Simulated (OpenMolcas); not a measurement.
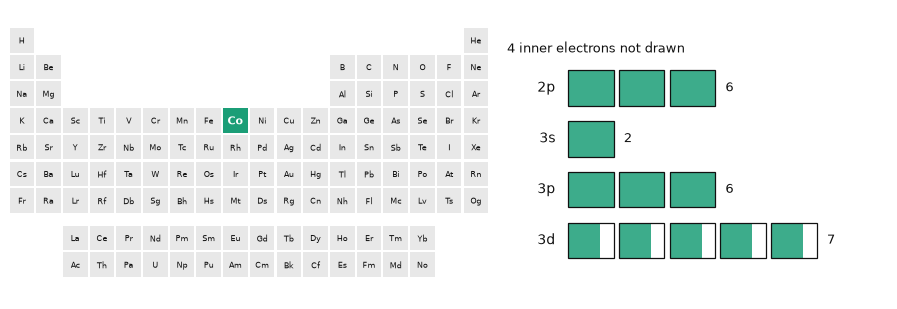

Fig. 1: Left, the place of cobalt in the periodic table; right, the outer shells of the leading configuration of the lowest level: a box for each of the 2l + 1 orbitals, shaded by the share of the shell that is filled, with the electron count at the right.

# Run report: Co²⁺ complex, multiconfigurational calculation (part 1 of 2)

System: Co²⁺ with 6 ligands (Cl; octahedron, 2.5 Å), neutralised by 6 outer point charges of +0.67 e, whose field is part of the energies.
Method: state-averaged CASSCF, active space 7 electrons in the shell 3d, basis ANO-RCC-VTZP on the metal and ANO-RCC-VDZP on the ligands, DKH2 scalar Hamiltonian, spin-orbit coupling by RASSI with atomic mean-field integrals (OpenMolcas).

### Log (extracts)
```
--- SEWARD ---
Basis set label: CO.ANO-RCC...6S5P3D2F1G.

      Electronic valence basis set:
      ------------------
      Associated Effective Charge  27.000000 au
      Associated Actual Charge     27.000000 au
      Nuclear Model: Point charge

      Shell  nPrim  nBasis  Cartesian Spherical Contaminant
         s      21       6        X
         p      15       5        X
         d      10       3                 X
         f       6       2                 X
         g       4       1                 X
                  Relativistic Douglas-Kroll-Hess integrals:
                    - DKH order of Hamiltonian: 2
                    - DKH order of Properties : 0
                  Atomic mean-field integrals
--- RASSCF ---
Wave function specifications:
      -----------------------------

      Number of closed shell electrons         126
      Number of electrons in active shells       7
      Max number of holes in RAS1 space          0
      Max nr of electrons in RAS3 space          0
      Number of inactive orbitals               63
      Number of active orbitals                  5
      Number of secondary orbitals              99
      Spin quantum number                      1.5
      State symmetry                             1
Orbital specifications:
      -----------------------

      Symmetry species                           1   2
                                                ag  au
      Frozen orbitals                            0   0
      Inactive orbitals                         30  33
      Active orbitals                            5   0
      RAS1 orbitals                              0   0
      RAS2 orbitals                              5   0
      RAS3 orbitals                              0   0
      Secondary orbitals                        49  50
      Deleted orbitals                           0   0
      Number of basis functions                 84  83
      Number of CSFs                            10
      Number of root(s) required                10
      Iter CI   SX   CI       RASSCF       Energy    max ROT     max BLB   max BLB  Level Ln srch  Step   QN
          iter iter root      energy       change     param      element    value   shift minimum  type update
 Nr of preliminary CI iterations:   1
      Total energies have been shifted. Add                -4000.00 au
        1   1   14    0  -158.56143300    0.00E+00  -4.46E-02   33  39 1  1.84E-01*  1.20   0.00    SX    NO
        2   1   14    0  -158.85639589   -2.95E-01* -2.96E-02    6  46 2  8.69E-02*  1.00   0.00    SX    NO
        3   1   13    0  -158.92798369   -7.16E-02* -1.63E-02   33  78 2 -3.63E-02*  0.99   0.00    SX    NO
        4   1   13    0  -158.94340819   -1.54E-02* -6.56E-03   33  56 2 -2.15E-02*  0.96   0.00    SX    NO
        5   1   13    0  -158.94796489   -4.56E-03* -7.95E-03    8  42 1 -1.50E-02*  0.96   2.31    LS   YES
        6   1   12    0  -158.95011859   -2.15E-03*  3.75E-03    5  45 2 -1.71E-02*  0.95   1.08    QN   YES
        7   1   11    0  -158.95074871   -6.30E-04* -3.16E-03   15  60 2  3.86E-03*  0.94   1.32    QN   YES
        8   1   11    0  -158.95100059   -2.52E-04* -1.22E-03    5  45 2  2.18E-03*  0.94   1.30    QN   YES
        9   1   10    0  -158.95103951   -3.89E-05* -5.68E-04    9  57 2 -7.86E-04*  0.95   1.34    QN   YES
       10   1    9    0  -158.95104743   -7.91E-06*  2.42E-04    8  57 1 -3.77E-04*  0.95   1.34    QN   YES
       11   1    8    0  -158.95104909   -1.66E-06* -1.50E-04    8  57 1 -2.13E-04*  0.95   1.34    QN   YES
       12   1    8    0  -158.95104951   -4.21E-07* -9.46E-05    8  57 1 -1.02E-04*  0.95   1.47    QN   YES
       13   1    7    0  -158.95104964   -1.30E-07* -3.26E-05    8  36 1 -4.39E-05   0.95   1.31    QN   YES
       14   1    7    0  -158.95104966   -2.53E-08* -1.05E-05    8  36 1 -1.58E-05   0.95   1.28    QN   YES
       15   1    6    0  -158.95104967   -5.27E-09  -5.03E-06   27  78 2  9.92E-06   0.95   1.23    QN   YES
      Convergence after 15 iterations
       16   1    6    0  -158.95104967   -1.41E-09  -5.03E-06   27  78 2  3.60E-06   0.95   1.23    QN   YES
      Natural orbitals and occupation numbers for root  1
      sym 1:   1.000000   1.854769   1.145231   1.854769   1.145231
      Natural orbitals and occupation numbers for root  2
      sym 1:   1.854384   1.854384   1.145616   1.145616   1.000000
      Natural orbitals and occupation numbers for root  3
      sym 1:   1.854791   1.145209   1.000000   1.854791   1.145209
::    RASSCF root number  1 Total energy:  -4158.98609600
::    RASSCF root number  2 Total energy:  -4158.98609600
::    RASSCF root number  3 Total energy:  -4158.98609600
::    RASSCF root number  4 Total energy:  -4158.97242987
::    RASSCF root number  5 Total energy:  -4158.97242987
::    RASSCF root number  6 Total energy:  -4158.97242987
::    RASSCF root number  7 Total energy:  -4158.95587863
::    RASSCF root number  8 Total energy:  -4158.89301349
::    RASSCF root number  9 Total energy:  -4158.89301349
::    RASSCF root number 10 Total energy:  -4158.89301349
--- RASSCF ---
Wave function specifications:
      -----------------------------

      Number of closed shell electrons         126
      Number of electrons in active shells       7
      Max number of holes in RAS1 space          0
      Max nr of electrons in RAS3 space          0
      Number of inactive orbitals               63
      Number of active orbitals                  5
      Number of secondary orbitals              99
      Spin quantum number                      0.5
      State symmetry                             1
Orbital specifications:
      -----------------------

      Symmetry species                           1   2
                                                ag  au
      Frozen orbitals                            0   0
      Inactive orbitals                         30  33
      Active orbitals                            5   0
      RAS1 orbitals                              0   0
      RAS2 orbitals                              5   0
      RAS3 orbitals                              0   0
      Secondary orbitals                        49  50
      Deleted orbitals                           0   0
      Number of basis functions                 84  83
      Number of CSFs                            40
      Number of root(s) required                40
      Iter CI   SX   CI       RASSCF       Energy    max ROT     max BLB   max BLB  Level Ln srch  Step   QN
          iter iter root      energy       change     param      element    value   shift minimum  type update
 Nr of preliminary CI iterations:   1
      Total energies have been shifted. Add                -4000.00 au
        1   1    8    0  -158.83234981    0.00E+00   7.45E-03   34  40 1 -1.57E-02*  0.97   0.00    SX    NO
        2   1   10    0  -158.83294150   -5.92E-04*  5.40E-03   21  46 2 -9.67E-03*  0.98   0.00    SX    NO
        3   1   10    0  -158.83309949   -1.58E-04* -2.76E-03   34  40 1 -3.05E-03*  0.97   0.00    SX    NO
        4   1    9    0  -158.83314819   -4.87E-05*  1.83E-03   21  46 2 -1.59E-03*  0.97   0.00    SX    NO
        5   1    8    0  -158.83316416   -1.60E-05*  1.83E-03   34  40 1 -7.22E-04*  0.97   2.01    LS   YES
        6   1    9    0  -158.83316962   -5.46E-06* -7.77E-04   21  46 2  1.84E-03*  0.97   1.02    QN   YES
        7   1    8    0  -158.83317243   -2.81E-06*  6.64E-05   34  40 1  2.73E-04*  0.97   0.86    QN   YES
        8   1    7    0  -158.83317260   -1.65E-07*  3.47E-05   22  36 1 -8.11E-05   0.97   1.14    QN   YES
        9   1    7    0  -158.83317263   -2.83E-08* -3.00E-05   22  36 1 -4.73E-05   0.97   1.38    QN   YES
       10   1    6    0  -158.83317263   -7.58E-09  -9.79E-06   22  36 1 -1.63E-05   0.97   1.20    QN   YES
      Convergence after 10 iterations
       11   1    6    0  -158.83317263   -1.33E-09  -9.79E-06   22  42 1 -7.03E-06   0.97   1.20    QN   YES
      Natural orbitals and occupation numbers for root  1
      sym 1:   1.894275   0.348537   1.849600   1.830945   1.076643
      Natural orbitals and occupation numbers for root  2
      sym 1:   1.822271   0.348537   1.866947   1.885602   1.076643
      Natural orbitals and occupation numbers for root  3
      sym 1:   1.321557   0.886870   1.661011   1.654965   1.475597
::    RASSCF root number  1 Total energy:  -4158.90664735
::    RASSCF root number  2 Total energy:  -4158.90664735
::    RASSCF root number  3 Total energy:  -4158.89858968
::    RASSCF root number  4 Total energy:  -4158.89858968
::    RASSCF root number  5 Total energy:  -4158.89858968
::    RASSCF root number  6 Total energy:  -4158.89704699
::    RASSCF root number  7 Total energy:  -4158.89704699
::    RASSCF root number  8 Total energy:  -4158.89704699
::    RASSCF root number  9 Total energy:  -4158.88958428
::    RASSCF root number 10 Total energy:  -4158.87349228
::    RASSCF root number 11 Total energy:  -4158.87349228
::    RASSCF root number 12 Total energy:  -4158.87349228
::    RASSCF root number 13 Total energy:  -4158.86788583
::    RASSCF root number 14 Total energy:  -4158.86788583
::    RASSCF root number 15 Total energy:  -4158.86788583
::    RASSCF root number 16 Total energy:  -4158.86722182
::    RASSCF root number 17 Total energy:  -4158.86722182
::    RASSCF root number 18 Total energy:  -4158.86722182
::    RASSCF root number 19 Total energy:  -4158.86157816
::    RASSCF root number 20 Total energy:  -4158.86157816
::    RASSCF root number 21 Total energy:  -4158.85340856
::    RASSCF root number 22 Total energy:  -4158.85340856
::    RASSCF root number 23 Total energy:  -4158.85340856
::    RASSCF root number 24 Total energy:  -4158.85255623
::    RASSCF root number 25 Total energy:  -4158.85255623
::    RASSCF root number 26 Total energy:  -4158.85028104
::    RASSCF root number 27 Total energy:  -4158.85028104
::    RASSCF root number 28 Total energy:  -4158.85028104
::    RASSCF root number 29 Total energy:  -4158.78536249
::    RASSCF root number 30 Total energy:  -4158.78536249
```

(Continued in part 2.) Outcome of the run: converged.
